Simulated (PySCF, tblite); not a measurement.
**C6H14BNSi: geometry, infrared bands and NMR shifts**

Wanted: the infrared bands and NMR shifts of C6H14BNSi (`CC#CB(C)N(C)[SiH2]C`), by calculation.

The runs use tblite 0.8.0 and PySCF 2.14.0, with density-fitted response routines of our own; the level of theory stands in each step. All values are computed, except where a source is named. Atoms count from 0, in the outputs and in this text.

**1. The molecule as given**

23 atoms, charge 0, multiplicity 1; geometry from: force field or distance geometry start.

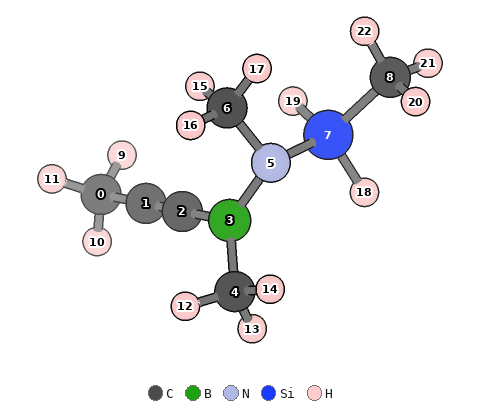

The starting geometry (carbon dark grey, boron green, nitrogen light blue, silicon blue, hydrogen pink), atoms numbered.

**2. Optimising the geometry with GFN2-xTB**

The job: settings as JSON, then the geometry in Å.

```
{"job": {"kind": "relax", "xc": "GFN2-xTB", "basis": "xTB"}, "charge": 0, "multiplicity": 1}
C      3.393600    -0.075900     2.133100
C      2.354400    -0.337300     1.116800
C      1.522500    -0.565600     0.300700
B      0.425500    -0.831400    -0.769700
C      0.561700    -2.119800    -1.684300
N     -0.767100     0.113300    -0.961200
C     -0.294900     1.472600    -1.276100
Si    -1.757700     0.128700     0.545400
C     -3.385600     0.980100     0.220600
H      2.923100     0.454500     2.999800
H      3.821500    -1.033100     2.477600
H      4.177000     0.557700     1.693300
H      1.506700    -2.060100    -2.253900
H      0.567600    -3.034600    -1.067900
H     -0.292700    -2.153000    -2.399000
H      0.283800     1.913600    -0.420000
H      0.340600     1.460200    -2.182300
H     -1.164400     2.121400    -1.493900
H     -2.041100    -1.257000     0.961500
H     -1.040400     0.817200     1.628900
H     -3.909600     0.497100    -0.625700
H     -4.027200     0.920800     1.127500
H     -3.202200     2.057500    -0.012400
```

Started as:

```console
$ OMP_NUM_THREADS=1 python probes_run.py task.json out
```

The driver reads the jobs from task.json and runs them one after another.

The log of the run:

```text
step      E/eV     max force
  0    -702.49308    3.331
  1    -702.47782    6.657
  2    -702.74466    1.153
  3    -702.79590    0.750
  4    -702.83071    0.700
  5    -702.84789    0.365
  6    -702.86140    0.328
  7    -702.88232    0.617
  8    -702.89910    0.526
  9    -702.90978    0.271
 10    -702.91516    0.216
 11    -702.91980    0.234
 12    -702.92582    0.242
 13    -702.93373    0.281
 14    -702.94202    0.255
 15    -702.94858    0.214
 16    -702.95312    0.201
 17    -702.95745    0.184
 18    -702.96222    0.203
 19    -702.96602    0.131
 20    -702.96883    0.098
 21    -702.97156    0.149
 22    -702.97479    0.190
 23    -702.97850    0.187
 24    -702.98200    0.138
 25    -702.98497    0.117
 26    -702.98789    0.152
 27    -702.99149    0.176
 28    -702.99564    0.134
 29    -702.99972    0.145
 30    -703.00350    0.159
 31    -703.00700    0.165
 32    -703.01015    0.150
 33    -703.01277    0.116
 34    -703.01500    0.093
 35    -703.01743    0.118
 36    -703.02067    0.173
 37    -703.02485    0.196
 38    -703.02948    0.155
 39    -703.03401    0.147
 40    -703.03851    0.139
 41    -703.04360    0.179
 42    -703.05001    0.182
 43    -703.05762    0.220
 44    -703.06573    0.191
 45    -703.07401    0.225
 46    -703.08126    0.260
 47    -703.09115    0.279
 48    -703.10197    0.206
 49    -703.11688    0.190
 50    -703.12274    0.194
 51    -703.13136    0.192
 52    -703.13782    0.261
 53    -703.14480    0.188
 54    -703.15445    0.246
 55    -703.16146    0.249
 56    -703.17009    0.212
 57    -703.17900    0.197
 58    -703.18898    0.198
 59    -703.19824    0.205
 60    -703.20566    0.188
 61    -703.21182    0.239
 62    -703.21886    0.179
 63    -703.23012    0.197
 64    -703.23716    0.166
 65    -703.24291    0.181
 66    -703.24867    0.161
 67    -703.25382    0.146
 68    -703.26081    0.205
 69    -703.26816    0.234
 70    -703.27527    0.239
 71    -703.28151    0.230
 72    -703.28699    0.227
 73    -703.29216    0.176
 74    -703.29762    0.162
 75    -703.30354    0.174
 76    -703.30976    0.161
 77    -703.31520    0.183
 78    -703.31985    0.201
 79    -703.32532    0.181
 80    -703.33235    0.257
 81    -703.34359    0.332
 82    -703.35474    0.342
 83    -703.37073    0.328
 84    -703.38720    0.412
 85    -703.41634    0.380
 86    -703.44050    0.624
 87    -703.46332    0.291
 88    -703.47590    0.726
 89    -703.45079    1.191
 90    -703.49624    0.315
 91    -703.50285    0.279
 92    -703.51036    0.178
 93    -703.52176    0.456
 94    -703.52903    0.563
 95    -703.53611    0.467
 96    -703.54712    0.230
 97    -703.55237    0.180
 98    -703.55688    0.252
 99    -703.55995    0.116
100    -703.56367    0.130
101    -703.56872    0.163
102    -703.57186    0.142
103    -703.57492    0.128
104    -703.57725    0.105
105    -703.57971    0.119
106    -703.58239    0.102
107    -703.58461    0.079
108    -703.58591    0.076
109    -703.58680    0.067
110    -703.58768    0.068
111    -703.58863    0.077
112    -703.58960    0.085
113    -703.59045    0.072
114    -703.59122    0.068
115    -703.59192    0.059
116    -703.59251    0.050
117    -703.59301    0.049
118    -703.59352    0.083
119    -703.59413    0.074
120    -703.59486    0.050
121    -703.59548    0.054
122    -703.59608    0.066
123    -703.59675    0.079
124    -703.59767    0.067
125    -703.59857    0.049
126    -703.59921    0.058
127    -703.59969    0.055
128    -703.60010    0.045
129    -703.60044    0.035
130    -703.60073    0.034
131    -703.60099    0.032
132    -703.60122    0.042
133    -703.60144    0.040
134    -703.60164    0.034
135    -703.60182    0.026
136    -703.60198    0.029
137    -703.60213    0.028
138    -703.60225    0.023
139    -703.60235    0.024
140    -703.60246    0.024
141    -703.60261    0.031
142    -703.60282    0.030
143    -703.60305    0.028
144    -703.60326    0.028
145    -703.60345    0.032
146    -703.60366    0.036
147    -703.60396    0.038
148    -703.60434    0.044
149    -703.60483    0.052
150    -703.60544    0.058
151    -703.60628    0.072
152    -703.60751    0.091
153    -703.60909    0.101
154    -703.61021    0.079
155    -703.61130    0.074
156    -703.61182    0.043
157    -703.61232    0.057
158    -703.61274    0.042
159    -703.61313    0.038
160    -703.61341    0.034
161    -703.61373    0.034
162    -703.61410    0.036
163    -703.61445    0.040
164    -703.61469    0.027
165    -703.61489    0.034
166    -703.61506    0.027
167    -703.61523    0.029
168    -703.61538    0.030
169    -703.61551    0.029
170    -703.61565    0.026
171    -703.61586    0.026
172    -703.61616    0.033
173    -703.61649    0.039
174    -703.61681    0.046
175    -703.61711    0.048
176    -703.61739    0.039
177    -703.61764    0.028
178    -703.61787    0.031
179    -703.61813    0.035
180    -703.61843    0.037
181    -703.61872    0.057
182    -703.61913    0.048
183    -703.61967    0.053
184    -703.62016    0.050
185    -703.62068    0.034
186    -703.62103    0.032
187    -703.62130    0.032
188    -703.62143    0.036
189    -703.62166    0.033
190    -703.62182    0.023
191    -703.62191    0.014
192    -703.62195    0.017
193    -703.62201    0.015
194    -703.62207    0.016
195    -703.62214    0.019
196    -703.62224    0.025
197    -703.62238    0.027
198    -703.62258    0.032
199    -703.62290    0.044
200    -703.62331    0.043
201    -703.62374    0.045
202    -703.62410    0.037
203    -703.62433    0.044
204    -703.62447    0.034
205    -703.62458    0.030
206    -703.62469    0.022
207    -703.62476    0.021
208    -703.62484    0.016
209    -703.62491    0.017
210    -703.62498    0.016
211    -703.62505    0.020
212    -703.62511    0.018
213    -703.62516    0.019
214    -703.62520    0.019
215    -703.62524    0.018
216    -703.62531    0.018
217    -703.62540    0.020
218    -703.62549    0.015
219    -703.62555    0.016
220    -703.62558    0.032
221    -703.62562    0.017
222    -703.62567    0.013
223    -703.62573    0.010
224    -703.62578    0.013
225    -703.62583    0.017
226    -703.62589    0.016
227    -703.62599    0.015
228    -703.62609    0.016
229    -703.62617    0.015
230    -703.62608    0.071
231    -703.62628    0.015
232    -703.62632    0.012
233    -703.62639    0.012
234    -703.62644    0.014
235    -703.62652    0.017
236    -703.62661    0.020
237    -703.62659    0.046
238    -703.62676    0.035
239    -703.62683    0.023
240    -703.62702    0.025
241    -703.62709    0.019
242    -703.62720    0.016
243    -703.62731    0.013
244    -703.62739    0.019
245    -703.62744    0.017
246    -703.62749    0.010
247    -703.62752    0.016
248    -703.62755    0.012
249    -703.62761    0.012
250    -703.62764    0.014
251    -703.62771    0.016
252    -703.62778    0.018
253    -703.62787    0.020
254    -703.62794    0.018
255    -703.62801    0.021
256    -703.62809    0.026
257    -703.62821    0.032
258    -703.62837    0.035
259    -703.62858    0.034
260    -703.62882    0.036
261    -703.62908    0.032
262    -703.62934    0.033
263    -703.62956    0.033
264    -703.62973    0.029
265    -703.62985    0.022
266    -703.62992    0.014
267    -703.62995    0.018
268    -703.62998    0.010
269    -703.62999    0.009
```

Wall time 4.6 s (1 thread of Arm Neoverse N1, shared host); peak memory 0.18 GiB.

Along the way: (not every step is listed) (the energy doesn't fall at every step)

```csv
step,energy from step 0 (eV),largest force (eV/Å)
0,0.0000,3.3314
1,0.0153,6.6568
2,-0.2516,1.1528
3,-0.3028,0.7496
4,-0.3376,0.7002
5,-0.3548,0.3648
6,-0.3683,0.3279
7,-0.3892,0.6165
8,-0.4060,0.5260
33,-0.5197,0.1157
58,-0.6959,0.1977
83,-0.8777,0.3275
108,-1.0928,0.0762
133,-1.1084,0.0404
158,-1.1197,0.0421
183,-1.1266,0.0535
208,-1.1318,0.0164
233,-1.1333,0.0124
258,-1.1353,0.0348
264,-1.1367,0.0286
265,-1.1368,0.0221
266,-1.1368,0.0140
267,-1.1369,0.0175
268,-1.1369,0.0102
269,-1.1369,0.0090
```

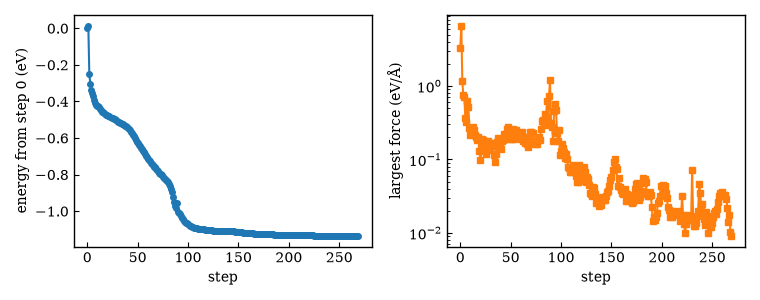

Energy and force, step by step.

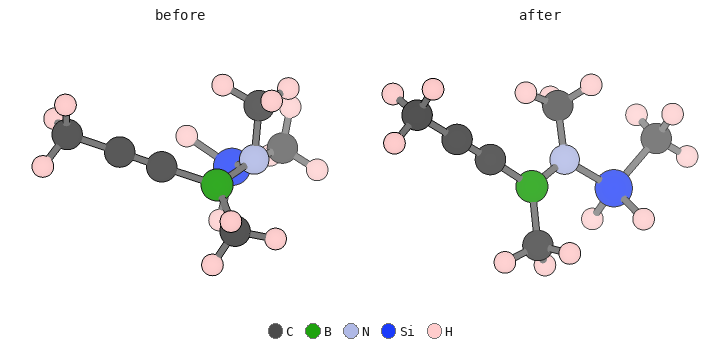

The geometry before (left) and after (right).

Distances of close pairs at the start and the end, largest changes first:

```csv
bond,before (Å),after (Å),change (Å)
B3–N5,1.533,1.410,-0.123
N5–Si7,1.803,1.752,-0.051
C2–B3,1.556,1.517,-0.038
C6–H15,1.124,1.089,-0.035
C8–H22,1.117,1.086,-0.032
Si7–C8,1.866,1.896,+0.031
C0–C1,1.477,1.448,-0.029
C0–H9,1.120,1.091,-0.029
```

The end geometry stands in the next job.

**3. Harmonic vibrations with GFN2-xTB**

The job: settings as JSON, then the geometry in Å.

```
{"job": {"kind": "ir", "xc": "GFN2-xTB", "basis": "xTB"}, "charge": 0, "multiplicity": 1}
C      4.234964     0.284564     1.169887
C      2.888874    -0.090780     0.791566
C      1.766503    -0.402068     0.476103
B      0.370664    -0.840126     0.074508
C      0.108312    -2.387555    -0.170288
N     -0.659091     0.108310    -0.093469
C     -0.397640     1.518820     0.160435
Si    -2.285922    -0.327966    -0.575353
C     -3.276184     1.230835    -1.005642
H      4.214846     0.867296     2.091628
H      4.846361    -0.604595     1.326604
H      4.687651     0.889299     0.383228
H      0.056754    -2.597025    -1.237970
H      0.900170    -3.011303     0.239058
H     -0.834476    -2.718257     0.259375
H      0.640159     1.651084     0.461241
H     -0.578714     2.116774    -0.734115
H     -1.039387     1.894270     0.959657
H     -2.220216    -1.184802    -1.765270
H     -2.951085    -1.015268     0.544975
H     -2.820743     1.794163    -1.814610
H     -4.274981     0.952850    -1.326470
H     -3.381573     1.898463    -0.156228
```

The log of the run:

```text
mode    cm-1     km/mol
  1      22.4      0.02
  2      29.7      0.01
  3      53.9      0.37
  4      68.8      0.57
  5      93.8      0.63
  6     103.2      0.01
  7     142.0      1.54
  8     169.2      1.42
  9     177.3      0.34
 10     213.9      2.75
 11     248.0      0.31
 12     274.0      3.44
 13     292.8      0.17
 14     335.9      0.71
 15     361.9      1.73
 16     423.4      5.21
 17     465.5      0.92
 18     492.6     91.68
 19     570.3      6.44
 20     617.8     18.93
 21     705.0    139.95
 22     721.5     57.85
 23     764.8     91.20
 24     784.2    204.20
 25     823.6     57.13
 26     843.5    229.42
 27     847.3    135.09
 28     895.3     89.18
 29     997.1    134.72
 30    1015.1      6.25
 31    1025.7     13.28
 32    1081.8    112.53
 33    1105.3      0.24
 34    1158.0     41.96
 35    1219.7    102.60
 36    1349.7    445.77
 37    1377.3      8.39
 38    1387.3      1.63
 39    1389.8     14.90
 40    1422.8     35.15
 41    1457.4      5.52
 42    1459.8      4.80
 43    1485.9      5.16
 44    1490.3      2.44
 45    1497.9      0.32
 46    1499.8      3.97
 47    1503.6      1.14
 48    1504.7      2.49
 49    2172.8    380.39
 50    2219.7    276.87
 51    2326.0    184.37
 52    2961.0     41.47
 53    2978.4     40.88
 54    2991.3     27.24
 55    2992.6     26.98
 56    3001.7     42.57
 57    3007.0     42.23
 58    3020.4     17.73
 59    3026.5     59.66
 60    3034.7     22.69
 61    3038.6     38.00
 62    3043.6     35.43
 63    3051.9     22.18
```

Run time: 1.9 s. Hardware: 1 thread of Arm Neoverse N1, shared host; peak memory 0.18 GiB.

Which atoms move in the most intense modes:

```csv
cm⁻¹,km/mol,atoms
705,139.9,"H18 30 %, H19 27 %, C8 17 %, H21 16 %"
784,204.2,"Si7 29 %, C8 18 %, H18 11 %, H19 10 %"
844,229.4,"H21 27 %, C8 11 %, H20 10 %"
847,135.1,"H12 30 %, B3 14 %, C4 13 %, H14 12 %"
1350,445.8,"B3 45 %, N5 32 %"
2173,380.4,H19 95 %
2220,276.9,H18 95 %
2326,184.4,"C1 52 %, C2 46 %"
```

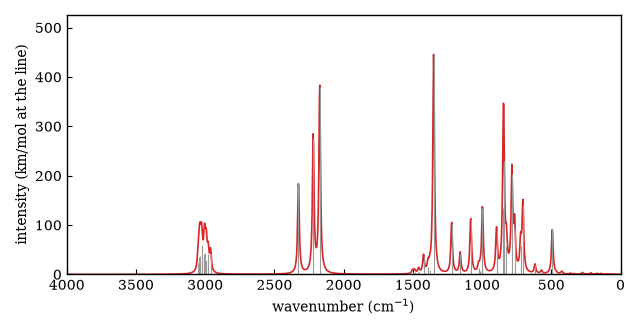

The infrared spectrum from these modes, unscaled. Lines are broadened to a width of 14 cm⁻¹ (Lorentzian).

**4. Nuclear shieldings: PBE0/pcSseg-1**

Same as in step 3 but for these lines:

```diff
@@ -1,2 +1,2 @@
-{"job": {"kind": "ir", "xc": "GFN2-xTB", "basis": "xTB"}, "charge": 0, "multiplicity": 1}
+{"job": {"kind": "nmr", "xc": "PBE0", "basis": "pcSseg-1"}, "charge": 0, "multiplicity": 1}
 C      4.234964     0.284564     1.169887
```

With the program's defaults for keys left out, this is: GIAO PBE0/pcSseg-1 NMR shielding, non-relativistic, gas phase.

The log of the run:

```text
coarse grid: 18968 points
cycle   1  E = -605.4766624902  dE =  8.162e-01  |g| = 5.988e-01  |ddm| = 4.389e+00
cycle   2  E = -605.4291223835  dE =  4.754e-02  |g| = 7.373e-01  |ddm| = 1.292e+00
cycle   3  E = -605.5578430977  dE = -1.287e-01  |g| = 2.303e-01  |ddm| = 7.954e-01
cycle   4  E = -605.5710133829  dE = -1.317e-02  |g| = 4.005e-02  |ddm| = 1.954e-01
cycle   5  E = -605.5713408927  dE = -3.275e-04  |g| = 1.731e-02  |ddm| = 3.760e-02
cycle   6  E = -605.5714052452  dE = -6.435e-05  |g| = 4.932e-03  |ddm| = 1.692e-02
cycle   7  E = -605.5714105077  dE = -5.262e-06  |g| = 1.009e-03  |ddm| = 4.319e-03
final grid: 176584 points
cycle   8  E = -605.6214182210  dE = -4.554e-05  |g| = 9.340e-03  |ddm| = 3.823e-02
cycle   9  E = -605.6214132557  dE =  4.965e-06  |g| = 1.041e-02  |ddm| = 1.588e-02
cycle  10  E = -605.6214399621  dE = -2.671e-05  |g| = 1.130e-03  |ddm| = 8.458e-03
cycle  11  E = -605.6214402393  dE = -2.772e-07  |g| = 3.610e-04  |ddm| = 1.151e-03
cycle  12  E = -605.6214402629  dE = -2.365e-08  |g| = 1.666e-04  |ddm| = 3.723e-04
cycle  13  E = -605.6214402695  dE = -6.548e-09  |g| = 5.285e-05  |ddm| = 1.598e-04
cycle  14  E = -605.6214402701  dE = -6.296e-10  |g| = 1.184e-05  |ddm| = 4.702e-05
converged SCF energy = -605.6214402701

GIAO shielding tensors (ppm)
atom      isotropic    diamagn.    paramagn.     s11        s22        s33       span
  0 C      180.432     252.541     -72.109    172.677    173.556    195.065     22.388
  1 C       68.856     278.300    -209.444     -9.774      3.686    212.655    222.429
  2 C       93.668     259.198    -165.530     -3.745      8.482    276.266    280.010
  3 B       63.022     195.906    -132.884     26.305     56.643    106.119     79.814
  4 C      180.304     255.418     -75.114    171.352    179.534    190.026     18.674
  5 N      158.818     330.042    -171.225     35.888    195.794    244.771    208.882
  6 C      147.140     248.192    -101.052    127.644    133.705    180.070     52.426
  7 Si     379.490     882.488    -502.998    333.101    382.898    422.472     89.372
  8 C      191.910     253.779     -61.869    187.141    189.447    199.143     12.002
  9 H       29.524      29.307       0.217     24.517     28.014     36.042     11.525
 10 H       29.463      26.386       3.077     24.261     27.883     36.245     11.983
 11 H       29.521      29.265       0.256     24.574     27.929     36.059     11.486
 12 H       31.304      32.107      -0.802     27.269     29.696     36.947      9.678
 13 H       30.878      31.161      -0.283     26.127     29.983     36.524     10.397
 14 H       31.415      32.579      -1.164     26.528     31.172     36.545     10.017
 15 H       27.405      33.335      -5.930     21.558     28.293     32.363     10.806
 16 H       29.029      33.355      -4.326     24.164     28.345     34.579     10.415
 17 H       29.045      32.719      -3.675     24.628     27.495     35.010     10.383
 18 H       26.799      31.498      -4.699     22.414     27.042     30.941      8.527
 19 H       26.720      30.970      -4.249     22.595     25.993     31.573      8.978
 20 H       31.283      31.668      -0.385     26.779     29.320     37.749     10.971
 21 H       31.685      27.234       4.451     27.214     28.046     39.794     12.581
 22 H       31.211      31.134       0.077     26.604     29.534     37.494     10.890
```

It took 92 s on 1 thread of Arm Neoverse N1, shared host; peak memory 1.1 GiB.

The references, computed at this level on geometries of the same kind, shield at (ppm): 1H TMS 31.72, 13C TMS 186.9, 29Si TMS 349.2, 15N NH3 267.7, 11B BF3·OEt2 100.1. Their shielding less the atom's gives the shift. The references are single molecules in the gas phase, so shifts against H2O, NH3, PH3, H3PO4 or CFCl3 are not on the usual liquid scales and can be off by tens of ppm. Atoms listed in one row are averaged.

```csv
atoms,environment,σ (ppm),δ (ppm),δ scaled to CDCl3
C1,alkyne carbon,68.9,118.1,113.3
C2,alkyne carbon,93.7,93.3,89.1
C6,methyl carbon bonded to N,147.1,39.8,36.9
C4,methyl carbon bonded to B,180.3,6.6,4.5
C0,propargylic methyl carbon,180.4,6.5,4.4
C8,methyl carbon bonded to Si,191.9,-5.0,-6.8
"H18, H19","hydrogen on a silicon bonded to C, N",26.76,4.96,–
"H15, H16, H17",hydrogen on a methyl carbon bonded to N,28.49,3.22,3.14
"H9, H10, H11",hydrogen on a propargylic methyl carbon,29.50,2.21,2.19
"H12, H13, H14",hydrogen on a methyl carbon bonded to B,31.20,0.52,0.59
"H20, H21, H22",hydrogen on a methyl carbon bonded to Si,31.39,0.32,0.41
B3,"boron bonded to 2 C, N",63.0,37.0,–
N5,"nitrogen bonded to C, B, Si",158.8,108.9,–
Si7,"silicon bonded to C, N, 2 H",379.5,-30.3,–
```

The scaled column applies a straight-line fit of computed shieldings to shifts measured in CDCl3 (root-mean-square error 0.16 ppm for H, 1.9 ppm for C).

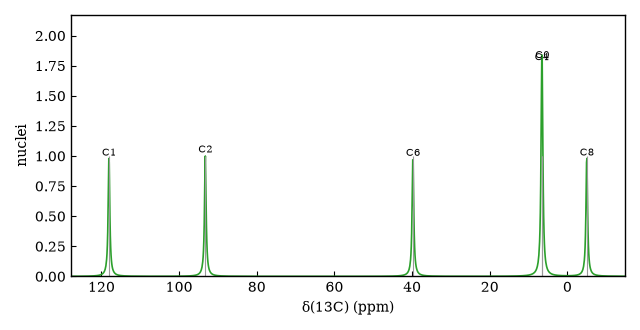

13C lines at the computed shifts, without couplings. Lines are broadened to a width of 0.49 ppm (Lorentzian).

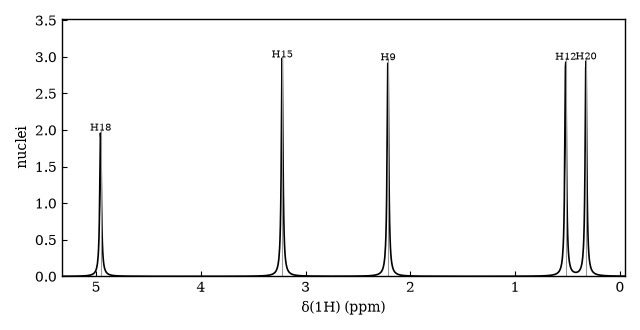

1H lines at the computed shifts, without couplings. Lines are broadened to a width of 0.02 ppm (Lorentzian).

Charges from the same density, by scheme (e):

```csv
atoms,Mulliken,IAO,Hirshfeld,ESP fit
C0,-0.17,-0.44,-0.10,-0.56
C1,-0.26,-0.02,-0.03,0.32
C2,-0.24,-0.18,-0.14,-0.66
B3,0.54,0.22,0.17,0.69
C4,-0.55,-0.57,-0.20,-0.68
N5,-0.79,-0.49,-0.20,-0.35
C6,-0.07,-0.29,-0.07,-0.39
Si7,0.75,0.90,0.39,0.74
C8,-0.65,-0.72,-0.21,-0.69
```

ESP fit charges:

C0 -0.56; C1 0.32; C2 -0.66; B3 0.69; C4 -0.68; N5 -0.35; C6 -0.39; Si7 0.74; C8 -0.69; H9 0.18; H10 0.18; H11 0.18; H12 0.14; H13 0.17; H14 0.12; H15 0.15; H16 0.14; H17 0.14; H18 -0.17; H19 -0.17; H20 0.17; H21 0.17; H22 0.16

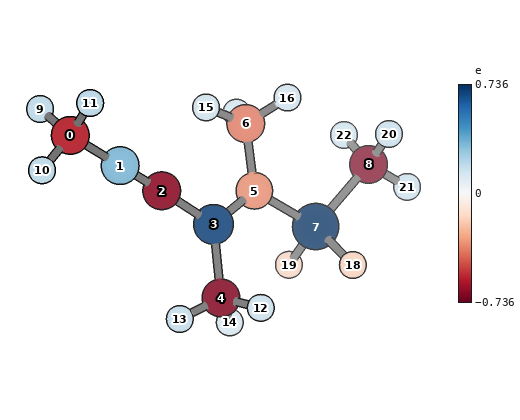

ESP fit charges, as colours on the atoms.

Mayer bond orders: C0–C1 1.19, C1–C2 2.58, C2–B3 1.00, B3–C4 1.01, B3–N5 1.23, N5–C6 0.94, N5–Si7 0.87, Si7–C8 0.96.

**5. Outcome**

| quantity | value |
| --- | --- |
| strongest single infrared mode (GFN2-xTB) | 1350 cm⁻¹, 446 km/mol |
| zero-point energy (GFN2-xTB) | 115.6 kcal/mol |
| 13C shifts against TMS (PBE0/pcSseg-1) | 118.1, 93.3, 39.8, 6.6, 6.5, -5.0 ppm |
| 1H shifts against TMS (PBE0/pcSseg-1, means over atoms taken as alike) | 4.96, 3.22, 2.21, 0.52, 0.32 ppm |
| 11B shifts against BF3·OEt2 (PBE0/pcSseg-1) | 37.0 ppm |
| 15N shifts against NH3 (PBE0/pcSseg-1) | 108.9 ppm |
| 29Si shifts against TMS (PBE0/pcSseg-1) | -30.3 ppm |

The optimisation took 269 steps and gained 1.137 eV; among the close pairs (by a distance rule), B3–N5 changed most, from 1.533 to 1.410 Å. All 63 modes are real, so the xTB geometry is a minimum. The strongest single mode, at 1350 cm⁻¹, moves mainly B3 and N5. Unscaled tight-binding wavenumbers are off by several per cent, some by more. Its intensities can rank the bands wrongly. At PBE0/pcSseg-1: The largest span, 280 ppm, is at C2, where the paramagnetic term is -166 ppm.
